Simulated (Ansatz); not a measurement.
# MoS2 (P6_3/mmc): converging the G0W0 gap, part 2 of 2

How do accuracy and time trade against each other in G0W0 on MoS2 (P6_3/mmc)?

Ansatz 0.2.0; G0W0 on PBE, plane waves, PAW. Known limits of the many-body steps: not at the basis limit; no spin-orbit coupling; coarse k mesh.

So far. Step 4 (848 empty bands, screening to 230 eV): Against the run with 6×6×2 mesh, 394 empty bands, screening to 138 eV, the gap moves by +0.03 eV.

The database entry behind the starting cell differs from later determinations by our own check (about 0.3 % long), so it need not match the best structure at ambient conditions.

## (5) Changing the frequency model: 6×6×2 mesh, 848 empty bands, screening to 230 eV, plasmon pole

A plasmon pole stands in for the full frequency dependence of the screening; this run shows what that costs in accuracy.

Contents of input.yaml:

```yaml
crystal:
  lattice:
    - [3.169, 0.0, 0.0]
    - [-1.5845, 2.7444345046, 0.0]
    - [0.0, 0.0, 12.324]
  atoms:
    - { symbol: Mo, position: [0.3333333333, 0.6666666667, 0.25] }
    - { symbol: Mo, position: [0.6666666667, 0.3333333333, 0.75] }
    - { symbol: S, position: [0.3333333333, 0.6666666667, 0.623] }
    - { symbol: S, position: [0.6666666667, 0.3333333333, 0.123] }
    - { symbol: S, position: [0.3333333333, 0.6666666667, 0.877] }
    - { symbol: S, position: [0.6666666667, 0.3333333333, 0.377] }
kpoints:
  mp_grid: { grid: [6, 6, 2] }
hamiltonian:
  xc: pbe
scf:
  occupations: { method: fixed }
gw:
  n_empty_bands: 848
  ecut_chi: 230.0
  qp_bands: [v2, c2]
  qp_kpoints: band_edges
  screening: { model: godby_needs }
```

Started as:

```bash
> ansatz run input.yaml --threads 3 --pin off --max-ram 64512MiB --backend cuda --events-out ev --progress --plain --runs-dir out --devices 1 --max-vram 24GiB  # rebuilt from the run's record
```

Numbers of over 12 decimals in the logs are rounded to 6 here.

Output:

```text
GPUs: using 1 of 1 available (devices: 1).
[...]
GPU FFT provider: cuFFT
GPU libraries: cuBLAS 13.8.2, cuFFT 12.4.0, cuSOLVER 12.3.4
Crystal: 6 atoms, lattice volume = 107.183 Å³
Basis set: ecut = 420 eV, 2081 PW (Γ)
Bands: 32, of which v1, the nominal top of the filled ones, is band 26 counted from 1 (25 counted from 0)
Symmetry: 24 space group operations
[...]
k-points: 14 of 72
[...]
1    28     12.9998   -13.7331    -4.4022   -18.4521  0.7761    13.3171    13.3167  root
[...]
13    25     10.2018   -19.2682     0.3452   -18.8105  0.7725    10.0891    10.0892  root
    13    26     10.2018   -19.2682     0.3452   -18.8105  0.7725    10.0891    10.0892  root
    13    27     11.9456   -16.1207    -4.0185   -20.5422  0.7707    12.3492    12.3486  root
    13    28     11.9456   -16.1207    -4.0185   -20.5422  0.7707    12.3492    12.3486  root
[key lines of the parts left out:]
SCF converged after 7 iterations
Free energy (F): -13525.540647 eV
Fermi energy:    10.896774 eV
```

It took 78 s on 1 × NVIDIA H100 80GB HBM3 (shared by 3 runs) with 3 threads of AMD EPYC 7R13 (Zen 3), shared host; peak memory 6.4 GiB.

This step gave:

- bands summed: 874
- plasmon-pole fit frequency: 25.86 eV
- RPA ε∞ on this mesh (eigenvalues): 6.224, 14.93, 14.93
- plane waves in the screening matrix: 835
- G0W0 gap on the mesh: 1.267 eV
- k of the valence top: 0, 0, 0
- k of the conduction bottom: 0.1667, 0.1667, 0
- starting gap on the mesh: 0.8857 eV
- least direct G0W0 gap on the computed points: 2.155 eV

Against the run with 6×6×2 mesh, 848 empty bands, screening to 230 eV, the gap moves by +0.003 eV.

## (6) Changing the files and raising the bands: 6×6×2 mesh, 1258 empty bands, screening to 299 eV, hard PAW files

Other atomic data (hard PAW) test the pseudisation: the cutoff goes from 420 to 510 eV, with the same valence electrons. Bands and screening cutoff change too, so the step is no clean test of the files.

input.yaml: that of step 5 with these lines changed.

```diff
@@ -16,2 +16,3 @@
   xc: pbe
+  pseudopotentials: { kind: paw, source: ansatz }
 scf:
@@ -19,6 +20,6 @@
 gw:
-  n_empty_bands: 848
-  ecut_chi: 230.0
+  n_empty_bands: 1258
+  ecut_chi: 299.0
   qp_bands: [v2, c2]
   qp_kpoints: band_edges
-  screening: { model: godby_needs }
+  screening: { model: contour_deformation }
```

Output:

```text
GPUs: using 1 of 1 available (devices: 1).
[...]
GPU FFT provider: cuFFT
GPU libraries: cuBLAS 13.8.2, cuFFT 12.4.0, cuSOLVER 12.3.4
Crystal: 6 atoms, lattice volume = 107.183 Å³
Basis set: ecut = 510 eV, 2787 PW (Γ)
Bands: 32, of which v1, the nominal top of the filled ones, is band 26 counted from 1 (25 counted from 0)
Symmetry: 24 space group operations
[...]
k-points: 14 of 72
[...]
1    28     13.0346   -13.7369    -4.6055   -18.4567  0.7376    13.1490    13.1488  root
[...]
13    25     10.2368   -19.2702     0.1799   -18.8137  0.7348     9.9592     9.9601  root
    13    26     10.2368   -19.2702     0.1799   -18.8137  0.7348     9.9592     9.9601  root
    13    27     11.9812   -16.1227    -4.2872   -20.5453  0.7270    12.1168    12.1166  root
    13    28     11.9812   -16.1227    -4.2872   -20.5453  0.7270    12.1168    12.1166  root
[key lines of the parts left out:]
SCF converged after 9 iterations
Free energy (F): -13527.057629 eV
Fermi energy:    10.932115 eV
```

Wall time 79 s (1 × NVIDIA H100 80GB HBM3 (shared by 3 runs) with 3 threads); peak memory 5.6 GiB.

This step gave:

- bands summed: 1284
- RPA ε∞ on this mesh (eigenvalues): 6.221, 14.89, 14.89
- plane waves in the screening matrix: 1265
- G0W0 gap on the mesh: 1.275 eV
- k of the valence top: 0, 0, 0
- k of the conduction bottom: 0.1667, 0.1667, 0
- starting gap on the mesh: 0.8860 eV
- least direct G0W0 gap on the computed points: 2.061 eV

Against the run with 6×6×2 mesh, 848 empty bands, screening to 230 eV, the gap moves by +0.011 eV.

## (7) The runs together

Times are wall times on 1 × NVIDIA H100 80GB HBM3 (shared by 3 runs) with 3 threads of AMD EPYC 7R13 (Zen 3), shared host, good to a factor of about two.

| mesh | files | frequency | bands summed | cutoff (eV) | start (eV) | G0W0 (eV) | time | host memory (GiB) |
| --- | --- | --- | --- | --- | --- | --- | --- | --- |
| 6×6×2 | default PAW | contour deformation | 165 | 69 | 0.886 | 1.166 | 21 s | 1.2 |
| 6×6×2 | default PAW | contour deformation | 420 | 138 | 0.886 | 1.235 | 16 s | 1.7 |
| 6×6×2 | default PAW | contour deformation | 874 | 230 | 0.886 | 1.264 | 39 s | 3.2 |
| 6×6×2 | default PAW | plasmon pole | 874 | 230 | 0.886 | 1.267 | 78 s | 6.4 |
| 6×6×2 | hard PAW | contour deformation | 1284 | 299 | 0.886 | 1.275 | 79 s | 5.6 |

How the two edges are built up, in eV (the quasiparticle level is the starting level plus Σx plus Σc less Vxc):

| run | edge | start | Σx | Σc | Vxc | Z | QP |
| --- | --- | --- | --- | --- | --- | --- | --- |
| 165 bands | valence top | 10.90 | -19.74 | 0.90 | -19.18 | 0.74 | 11.23 |
| 165 bands | conduction bottom | 11.78 | -13.37 | -3.57 | -17.56 | 0.75 | 12.40 |
| 420 bands | valence top | 10.90 | -19.74 | 0.50 | -19.18 | 0.74 | 10.84 |
| 420 bands | conduction bottom | 11.78 | -13.37 | -3.89 | -17.56 | 0.75 | 12.08 |
| 874 bands | valence top | 10.90 | -19.74 | 0.33 | -19.18 | 0.73 | 10.67 |
| 874 bands | conduction bottom | 11.78 | -13.37 | -4.04 | -17.56 | 0.75 | 11.93 |

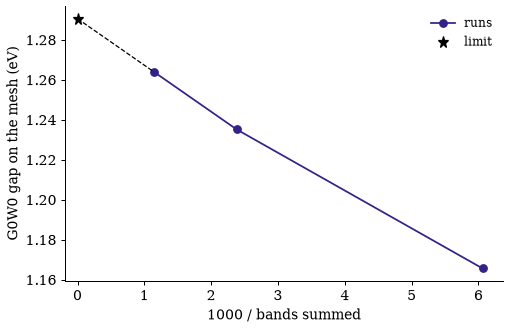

The gap against one over the number of bands; the dashed line carries the two highest rungs to the limit.

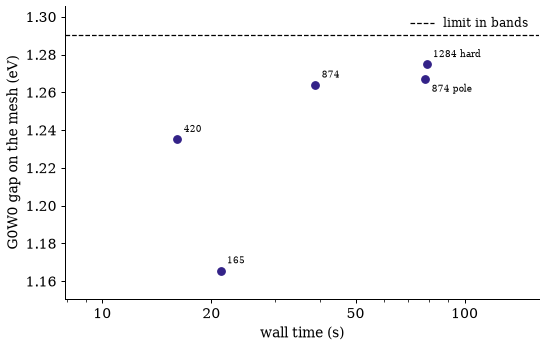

Result against wall time.

## (8) Summary of results

- 165 bands, 69 eV: 1.166 eV
- 420 bands, 138 eV: 1.235 eV
- 874 bands, 230 eV: 1.264 eV
- estimated limit in bands and cutoff: 1.29 eV
- mesh and start: 6×6×2, PBE

**Reading.** A line in one over the bands through the two highest rungs gives 1.29 eV, +0.03 eV from the top rung; the pair below gives 1.28 eV, in fair agreement. The rungs stand 0.12 eV (165 bands), 0.06 eV (420 bands) and 0.03 eV (874 bands) from it. From 165 to 874 bands the gap moves by +0.10 eV. Σc changes by −0.56 eV at the valence top and −0.47 eV at the conduction bottom, so the levels themselves move more than the gap between them. The plasmon-pole model gives +0.003 eV against contour deformation, 1 % of the correction (the least direct gap moves by +0.07 eV), and saved no time in this program. With hard PAW files and 1284 bands the gap is 1.27 eV; the line for the default PAW files gives 1.27 eV at that count, a difference of +0.002 eV that holds the line's own error too. The cheapest rung within 0.1 eV of this estimate is that with 420 bands (16 s). The 6×6×2 mesh is coarse for this cell (its supercell is 19 Å along the shortest edge). The RPA ε∞ on it, from the PBE start, is 6.22 and 14.93; such meshes misread the long-range screening, most where the gap is narrow. The many-body steps are scalar-relativistic: spin-orbit coupling is not in them.

[Paths, hosts, dates, memory and timing lines, banners, echoed tables and standing remarks are left out of the program output.]

[Logs are printed without paths, hosts, clocks, repeated set-up lines and the standing remarks that a program may print on its own settings, such as how far it seeks lower states.]

[Runs of the session that timed out or met a known fault of the program may be left out.]

[Cells called generated may have been cut or substituted from an entry of the Crystallography Open Database or the Materials Project.]

[Hosts, paths, dates, database ids (printed as entryN), source tags and the programs' standing remarks are cut or masked in the printed files.]
